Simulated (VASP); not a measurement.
Band structure of Te (trig). Calculation: MS2 meta-GGA, VASP's PBE PAW potentials (set 64) (plane waves; VASP 6.6.1).

Unless said otherwise, spin-orbit coupling is left out, though it shifts the bands of the heavy elements here.

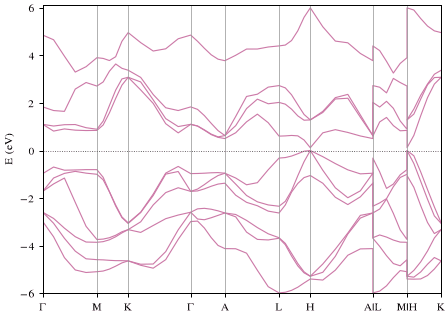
Bands along high-symmetry lines, zero at the valence-band maximum or, without a gap, the Fermi level

Question: Read the plot: is there a gap, and where are the band edges?

Answer: The gap is direct, 0.12 eV, from the valence maximum at H to the conduction minimum at H.

The compound is Te in the trig structure. It was relaxed first.
